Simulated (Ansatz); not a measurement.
# F2Ge (SMILES [F][Ge][F]): BLYP/def2-TZVPP

What is the vertical singlet–triplet gap of F2Ge at BLYP/def2-TZVPP? 

The results are computed with Ansatz 0.2.0.

## (1) Starting point

The species is F2Ge (3 atoms), typed as a singlet with charge 0. As SMILES, `[F][Ge][F]`. The shape is that of a PBE0-D4/def2-TZVP optimisation.

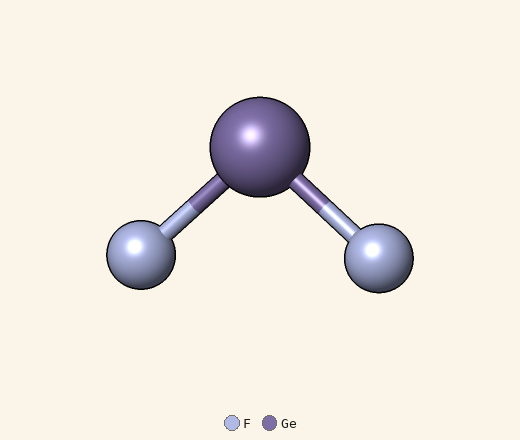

Viewed from a chosen angle; fluorine light blue, germanium purple.

## (2) A single-point energy at BLYP/def2-TZVPP

Contents of job.yaml:

```yaml
crystal:
  periodic: [false, false, false]
  atoms:
    - symbol: F
      position_ang: [-0.675900, -1.101800, -0.497500]
    - symbol: Ge
      position_ang: [0.637500, -0.295200, 0.320200]
    - symbol: F
      position_ang: [0.027600, 1.332100, 0.164100]
basis:
  gaussian:
    orbitals: def2-TZVPP
hamiltonian:
  xc: {name: BLYP}
accuracy: high
output:
  orbitals: {seedname: orbitals}
```

Command:

```console
$ ansatz run job.yaml --threads 1 --pin off --max-ram 3480MiB --events-out events.jsonl --progress --plain --runs-dir runs
```

The log of the run:

```text
Warning: RAYON_NUM_THREADS=1 ignored (pool sized by the plan → 1); use --threads N
Functional definition: BLYP
  name "BLYP"
  parameter beta = 0.0042
  parameter a = 0.04918
  parameter b = 0.132
  parameter c = 0.2533
  parameter d = 0.349
  exchange = b88_x(beta = beta)
  correlation = lyp_c(a = a, b = b, c = c, d = d)
1632 factors; integrals over basis functions are off by at most 5.2e-9 eV
mean field evaluation 1: about -61952.8615 eV, gradient 6.3e1 eV
mean field evaluation 2: about -61896.7677 eV, gradient 1.9e2 eV
mean field evaluation 4: about -61958.1359 eV, gradient 6.9e0 eV
mean field evaluation 8: about -61958.1944 eV, gradient 3.7e-1 eV
mean field evaluation 16: about -61958.1946 eV, gradient 6.0e-6 eV
mean field -61958.19456187 eV, -2276.9216533762 hartree, gradient 4.5e-8 eV, S^2 0.000000; 0 other end points of the search recorded, 0 dependent functions left out
reference -61958.19459937 eV, -2276.9216547541 hartree; 25, 25 occupied and 85, 85 virtual orbitals, 1632 factors
Total energy: -61958.19459937 eV, -2276.9216547541 hartree
```

It took 3.6 s on 1 thread of Intel Xeon 6975P-C (Granite Rapids), shared host; peak memory 0.24 GiB.

## (3) The triplet, same level

Contents of input.yaml:

```yaml
crystal:
  periodic: [false, false, false]
  atoms:
    - {symbol: F, position_ang: [-0.675900, -1.101800, -0.497500]}
    - {symbol: Ge, position_ang: [0.637500, -0.295200, 0.320200]}
    - {symbol: F, position_ang: [0.027600, 1.332100, 0.164100]}
basis:
  gaussian: {orbitals: def2-TZVPP}
magnetization: {spin_polarized: true, initial_magnetization: 2}
hamiltonian: {xc: {name: BLYP}}
accuracy: high
output: {orbitals: {seedname: orbitals}}
```

Command:

```console
$ ansatz run input.yaml --threads 1 --pin off --max-ram 3480MiB --events-out events.jsonl --progress --plain --runs-dir runs
```

The log of the run, shortened:

```text
Warning: RAYON_NUM_THREADS=1 ignored (pool sized by the plan → 1); use --threads N
[... 9 set-up lines as earlier in the session ...]
1632 factors; integrals over basis functions are off by at most 5.2e-9 eV
mean field evaluation 1: about -61949.7483 eV, gradient 4.1e1 eV
mean field evaluation 2: about -61897.8223 eV, gradient 1.3e2 eV
mean field evaluation 4: about -61954.1593 eV, gradient 7.6e0 eV
mean field evaluation 8: about -61954.3494 eV, gradient 3.8e-2 eV
mean field evaluation 16: about -61954.3454 eV, gradient 1.5e-5 eV
mean field -61954.34538728 eV, -2276.7801988191 hartree, gradient 4.6e-8 eV, S^2 2.001561; 0 other end points of the search recorded, 0 dependent functions left out
reference -61954.34542480 eV, -2276.7802001977 hartree; 26, 24 occupied and 84, 86 virtual orbitals, 1632 factors
Total energy: -61954.34542480 eV, -2276.7802001977 hartree
```

Run time: 4.8 s. Hardware: 1 thread of Intel Xeon 6975P-C (Granite Rapids), shared host; peak memory 0.27 GiB.

## (4) Results

Level: BLYP/def2-TZVPP.

| quantity | value |
| --- | --- |
| singlet: total energy | -2276.92165 Eh |
| singlet: HOMO energy | -7.57 eV |
| singlet: LUMO energy | -3.29 eV |
| singlet: HOMO–LUMO gap | 4.28 eV |
| triplet: total energy | -2276.78020 Eh |
| triplet: HOMO energy (highest over α and β) | -3.98 eV |
| triplet: ⟨S²⟩ | 2.002 |
| vertical energy of the triplet above the singlet | 3.849 eV |

**Reading.** At this shape the triplet lies 3.85 eV (89 kcal/mol) above the singlet.
